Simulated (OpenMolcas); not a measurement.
# One shape, several levels: C3H8Si (SMILES CC(C)[SiH])

We compute a comparison of 6 runs (HF/STO-3G, B3LYP/6-31G*, BHLYP/6-31G*, PBE0/6-31G*, SVWN5/6-31G*, revPBE/6-31G*) of C3H8Si. 

The results are computed with OpenMolcas 26.06.

1 further run of the same task is left out (set aside as unsound or not needed).

## (1) The molecule

C3H8Si has 12 atoms, charge 0, and is taken as a singlet. SMILES: `CC(C)[SiH]`. Geometry: relaxed at PBE0-D4/def2-TZVP. This is one conformer, not always the lowest.

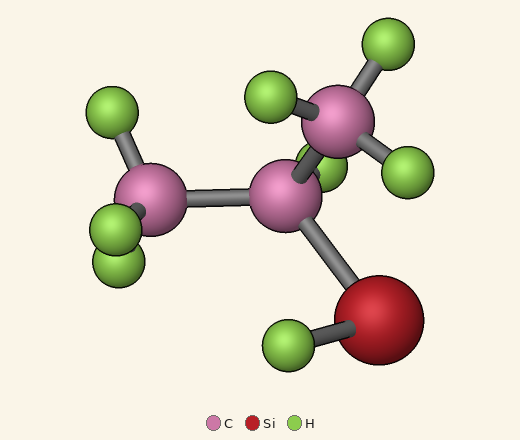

Viewed from a chosen angle; carbon pink, silicon red, hydrogen green.

## (2) Energy and forces at HF/STO-3G (run 1)

struct.xyz reads:

```xyz
12

C     -0.253100     0.907000    -1.062800
C      0.097600    -0.436300    -0.460200
C      0.789900    -0.357500     0.904100
Si    -1.169000    -1.505700     0.467600
H     -0.840100     0.787500    -1.976500
H     -0.850600     1.498900    -0.364400
H      0.640200     1.486400    -1.322400
H      0.694200    -1.034400    -1.150400
H      0.750400     0.645900     1.325000
H      0.284700    -1.010900     1.698600
H      1.807500    -0.747500     0.908500
H     -1.874800    -0.288600     1.067000
```

calc.inp reads:

```
* C3H8Si Hartree-Fock

&GATEWAY
 BasLib
 $CurrDir
 Coord
 struct.xyz
 Basis
 STO-3G
 Group
 NoSym

&SEWARD

&SCF
 Thresholds
 1e-10 1e-07 1e-07 1e-05
 PrOrbitals
 1 2

&ALASKA
```

The basis set STO-3G is read from a file made from the Basis Set Exchange's data (not shown).

Started as:

```
$ export MOLCAS_MEM=1860
$ pymolcas calc.inp > calc.log
```

The log of the run:

```text
--- Start Module: gateway ---
[...]
--- Stop Module: gateway /rc=_RC_ALL_IS_WELL_ ---
[...]
      Basis functions           32
[...]
--- Start Module: scf ---
[...]
       Convergence after  11 Iterations
[...]
::    Total SCF energy                               -402.3968746434
[...]
      Total spin, S                                     0.0000000000
[...]
      Total electronic charge=   40.000000
      Total            charge=   -0.000000
[...]
      Dipole Moment (debye):
      Origin of the operator (angstrom)=   -0.3398   -0.5472    0.0811
                   X=  3.8632E-01               Y= -7.0028E-02               Z=  2.0996E-01           Total=  4.4523E-01
      Quadrupole Moment (debye*angstrom):
[...]
--- Stop Module: scf /rc=_RC_ALL_IS_WELL_ ---
--- Start Module: alaska ---
[...]
 *              Molecular gradients               *
 **************************************************
  Irreducible representation: a
 ------------------------------------------------------------------------------------------
                              X                       Y                       Z
 ------------------------------------------------------------------------------------------
  C1                3.41698163382986E-03   -1.95771320350779E-02    7.36437543310542E-03
  C2                1.59102370816595E-02    3.64107792615729E-02   -7.05842040692861E-03
  C3               -1.97821978300592E-02    1.19340958055725E-03   -3.17056426811342E-02
  SI4               2.82082298112893E-02   -2.44862136367701E-02    2.48426638326427E-03
  H5               -2.94870418968651E-03    3.45198124266755E-04   -3.80896112675266E-03
  H6               -3.86988766635721E-03    1.77117585486508E-03    4.41380998929564E-03
  H7                5.55892067378494E-03    2.74691629322188E-03   -1.89229401230762E-03
  H8                9.70633963762957E-04   -7.56771232408537E-03   -3.60058455816192E-03
[...]
--- Stop Module: alaska /rc=_RC_ALL_IS_WELL_ ---
[...]
```

Wall time 2.1 s (1 thread of Intel Xeon Platinum 8375C at 2.90GHz (Ice Lake), shared host); peak memory 0.37 GiB.

## (3) Energy and forces at B3LYP/6-31G(d) (spherical functions) (run 2)

geom.xyz reads:

```xyz
12

C     -0.253100     0.907000    -1.062800
C      0.097600    -0.436300    -0.460200
C      0.789900    -0.357500     0.904100
Si    -1.169000    -1.505700     0.467600
H     -0.840100     0.787500    -1.976500
H     -0.850600     1.498900    -0.364400
H      0.640200     1.486400    -1.322400
H      0.694200    -1.034400    -1.150400
H      0.750400     0.645900     1.325000
H      0.284700    -1.010900     1.698600
H      1.807500    -0.747500     0.908500
H     -1.874800    -0.288600     1.067000
```

calc.inp reads:

```
&GATEWAY
  BasLib=$CurrDir
  Coord=geom.xyz
  Basis=6-31Gs
  Group=NoSym

&SEWARD
  GridInput
  Grid=UltraFine
  End of Grid

&SCF
  KSDFT=B3LYP
  Thresholds=1e-10 1e-07 1e-07 1e-05
  PrOrbitals=1

&ALASKA
```

The basis set 6-31G* is read from a file made from the Basis Set Exchange's data (not shown).

Started as:

```
$ export MOLCAS_MEM=1860
$ pymolcas calc.inp > calc.log
```

The log of the run:

```text
--- Start Module: gateway ---
[...]
--- Stop Module: gateway /rc=_RC_ALL_IS_WELL_ ---
[...]
      Basis functions           76
[...]
--- Start Module: scf ---
[...]
       Convergence after  13 Iterations
[...]
::    Total KS-DFT energy                            -408.5570711636
[...]
      Total spin, S                                     0.0000000000
[...]
      Total electronic charge=   40.000000
      Total            charge=   -0.000000
[...]
      Dipole Moment (debye):
      Origin of the operator (angstrom)=   -0.3398   -0.5472    0.0811
                   X=  1.4603E+00               Y=  1.2512E+00               Z= -2.2085E-01           Total=  1.9357E+00
      Quadrupole Moment (debye*angstrom):
[...]
--- Stop Module: scf /rc=_RC_ALL_IS_WELL_ ---
[...]
--- Start Module: alaska ---
[...]
 *              Molecular gradients               *
 **************************************************
  Irreducible representation: a
 ------------------------------------------------------------------------------------------
                              X                       Y                       Z
 ------------------------------------------------------------------------------------------
  C1                9.63714765289891E-04   -3.82875192359133E-03    1.79762513382720E-03
  C2               -1.31501406263057E-03    3.49146546555490E-03    2.39922892455446E-03
  C3               -4.21187797775691E-03   -5.77098811672005E-04   -5.84845657162214E-03
  SI4               9.00993560651742E-03    6.45393040175612E-03   -4.89859983801910E-04
  H5                1.26561119581603E-03    2.47631799072529E-06    2.19256094204479E-03
  H6                9.93370446180197E-04   -1.72770122543131E-03   -8.49446350630778E-04
  H7               -1.70707708236195E-03   -1.66032663290983E-03    7.65934784885625E-04
  H8               -1.34429469203301E-03    7.62469983831338E-04    1.45583439148345E-03
[...]
--- Stop Module: alaska /rc=_RC_ALL_IS_WELL_ ---
[...]
```

Run time: 42 s. Hardware: 1 thread of Intel Xeon Platinum 8375C at 2.90GHz (Ice Lake), shared host; peak memory 0.43 GiB.

Runs 3 to 4 aren't shown in full; the table further down has their settings and results.

## (4) Energy and forces at SVWN5/6-31G(d) (spherical functions) (run 5)

mol.inp reads:

```
&GATEWAY
 BasLib = $CurrDir
 Coord
 12
 bohr
 C     -0.47828968     1.71398160    -2.00840093
 C      0.18443727    -0.82448751    -0.86965196
 C      1.49269467    -0.67557709     1.70850139
 Si    -2.20908984    -2.84536063     0.88363594
 H     -1.58755892     1.48815932    -3.73504369
 H     -1.60740104     2.83251049    -0.68861620
 H      1.20980266     2.80888891    -2.49897383
 H      1.31184788    -1.95473270    -2.17394093
 H      1.41805048     1.22057410     2.50388712
 H      0.53800503    -1.91032414     3.20988880
 H      3.41567997    -1.41257028     1.71681618
 H     -3.54285854    -0.54537496     2.01633777
 Basis = 6-31Gs
 Group = NoSym

&SEWARD
 GridInput
 Grid=UltraFine
 End of Grid

&SCF
 KSDFT = SVWN5
 Thresholds = 1e-10 1e-07 1e-07 1e-05
 PrOrbitals = 1

&ALASKA
```

The basis set 6-31G* is read from a file made from the Basis Set Exchange's data (not shown).

Started as:

```
$ export MOLCAS_MEM=1860
$ pymolcas mol.inp > mol.log
```

The log of the run:

```text
--- Start Module: gateway ---
[...]
--- Stop Module: gateway /rc=_RC_ALL_IS_WELL_ ---
[...]
      Basis functions           76
[...]
--- Start Module: scf ---
[...]
       Convergence after  15 Iterations
[...]
::    Total KS-DFT energy                            -406.2298723006
[...]
      Total spin, S                                     0.0000000000
[...]
      Total electronic charge=   40.000000
      Total            charge=   -0.000000
[...]
      Dipole Moment (debye):
      Origin of the operator (angstrom)=   -0.3398   -0.5472    0.0811
                   X=  1.5886E+00               Y=  1.4401E+00               Z= -2.2174E-01           Total=  2.1556E+00
      Quadrupole Moment (debye*angstrom):
[...]
--- Stop Module: scf /rc=_RC_ALL_IS_WELL_ ---
[...]
--- Start Module: alaska ---
[...]
 *              Molecular gradients               *
 **************************************************
  Irreducible representation: a
 ------------------------------------------------------------------------------------------
                              X                       Y                       Z
 ------------------------------------------------------------------------------------------
  C1               -3.37892224389041E-03    1.00363247032984E-02   -4.38346790360722E-03
  C2                1.27679751693677E-03   -8.84490094866908E-03   -4.36704754962891E-03
  C3                8.84615462368910E-03    1.88540860123831E-03    1.01650743823156E-02
  SI4              -2.89944791294694E-03    6.34589562651122E-03   -4.32782378385177E-04
  H5                4.61695278825913E-03    7.31006803660264E-04    6.80960401471120E-03
  H6                4.93569771114100E-03   -4.39633446678700E-03   -5.95850457791491E-03
  H7               -6.58785400064277E-03   -4.52534784323855E-03    2.02510445946347E-03
  H8               -4.26425968131428E-03    4.95143149373334E-03    5.41861323778514E-03
[...]
--- Stop Module: alaska /rc=_RC_ALL_IS_WELL_ ---
[...]
```

Run time: 32 s. Hardware: 1 thread of Intel Xeon Platinum 8375C at 2.90GHz (Ice Lake), shared host; peak memory 0.43 GiB.

## (5) Energy and forces at revPBE/6-31G(d) (spherical functions) (run 6)

coord.xyz reads:

```xyz
12

C     -0.253100     0.907000    -1.062800
C      0.097600    -0.436300    -0.460200
C      0.789900    -0.357500     0.904100
Si    -1.169000    -1.505700     0.467600
H     -0.840100     0.787500    -1.976500
H     -0.850600     1.498900    -0.364400
H      0.640200     1.486400    -1.322400
H      0.694200    -1.034400    -1.150400
H      0.750400     0.645900     1.325000
H      0.284700    -1.010900     1.698600
H      1.807500    -0.747500     0.908500
H     -1.874800    -0.288600     1.067000
```

run.inp reads:

```
&GATEWAY
  BasLib=$CurrDir
  Coord=coord.xyz
  Basis=6-31Gs
  Group=NoSym

&SEWARD
  GridInput
  Grid=UltraFine
  End of Grid

&SCF
  KSDFT=revPBE
  Thresholds=1e-10 1e-07 1e-07 1e-05
  PrOrbitals=1 2

&ALASKA
```

The basis set 6-31G* is read from a file made from the Basis Set Exchange's data (not shown).

Started as:

```
$ export MOLCAS_MEM=1860
$ pymolcas run.inp > run.log
```

The log of the run:

```text
--- Start Module: gateway ---
[...]
--- Stop Module: gateway /rc=_RC_ALL_IS_WELL_ ---
[...]
      Basis functions           76
[...]
--- Start Module: scf ---
[...]
       Convergence after  15 Iterations
[...]
::    Total KS-DFT energy                            -408.4352305751
[...]
      Total spin, S                                     0.0000000000
[...]
      Total electronic charge=   40.000000
      Total            charge=   -0.000000
[...]
      Dipole Moment (debye):
      Origin of the operator (angstrom)=   -0.3398   -0.5472    0.0811
                   X=  1.5749E+00               Y=  1.4063E+00               Z= -2.2812E-01           Total=  2.1236E+00
      Quadrupole Moment (debye*angstrom):
[...]
--- Stop Module: scf /rc=_RC_ALL_IS_WELL_ ---
[...]
--- Start Module: alaska ---
[...]
 *              Molecular gradients               *
 **************************************************
  Irreducible representation: a
 ------------------------------------------------------------------------------------------
                              X                       Y                       Z
 ------------------------------------------------------------------------------------------
  C1                6.13659508012177E-04   -2.77438784163042E-03    1.63444275524238E-03
  C2               -1.36890465247363E-03    2.47601159564237E-04    4.49541871886305E-03
  C3               -1.71470183760913E-03   -7.52234133188479E-04   -2.28337189315120E-03
  SI4               7.29375535186705E-03    1.23245717254452E-02   -2.90374094344070E-03
  H5                4.21439009249380E-03    5.71048145097909E-04    6.67895430874221E-03
  H6                4.06285356956371E-03   -4.71167059029387E-03   -4.20529414965243E-03
  H7               -6.17761856288412E-03   -4.59014128561419E-03    2.20379254226022E-03
  H8               -4.17748032120002E-03    4.18360658718608E-03    5.06817931853343E-03
[...]
--- Stop Module: alaska /rc=_RC_ALL_IS_WELL_ ---
[...]
```

Wall time 44 s (1 thread of Intel Xeon Platinum 8375C at 2.90GHz (Ice Lake), shared host); peak memory 0.43 GiB.

## (6) Overview of the runs

| run | level | integration grid | energy (Eh) | dipole moment (D) | HOMO energy (eV) | LUMO energy (eV) | wall time |
| --- | --- | --- | --- | --- | --- | --- | --- |
| 1 | HF/STO-3G | – | -402.396875 | 0.45 | -5.99 | 7.43 | 2.1 s |
| 2 | B3LYP/6-31G* (spherical functions) | UltraFine | -408.557071 | 1.94 | -5.79 | -1.40 | 42 s |
| 3 | BHLYP/6-31G* (spherical functions) | UltraFine | -408.451984 | 1.85 | -6.93 | -0.28 | 43 s |
| 4 | PBE0/6-31G* (spherical functions) | UltraFine | -408.263680 | 2.04 | -6.00 | -1.24 | 41 s |
| 5 | SVWN5/6-31G* (spherical functions) | UltraFine | -406.229872 | 2.16 | -4.98 | -2.22 | 32 s |
| 6 | revPBE/6-31G* (spherical functions) | UltraFine | -408.435231 | 2.12 | -4.91 | -2.01 | 44 s |

## (7) Summary of results

| quantity | value |
| --- | --- |
| run 6: total energy | -408.43523 Eh |
| run 6: dipole moment | 2.12 D |
| run 6: HOMO energy | -4.91 eV |
| run 6: LUMO energy | -2.01 eV |
| run 6: HOMO–LUMO gap | 2.90 eV |
| run 6: largest force on an atom | 0.751 eV/Å |

What this shows: The dipole moment (its size) runs from 0.45 D (HF/STO-3G) to 2.16 D (SVWN5/6-31G*). The two ends differ in method and basis. The HOMO–LUMO gap runs from 2.76 eV (SVWN5/6-31G*) to 13.42 eV (HF/STO-3G). Totals of different functionals can't be ranked against each other. In run 1 the basis is minimal, so the values are rough. All runs together took 3.4 min, the longest 44 s.
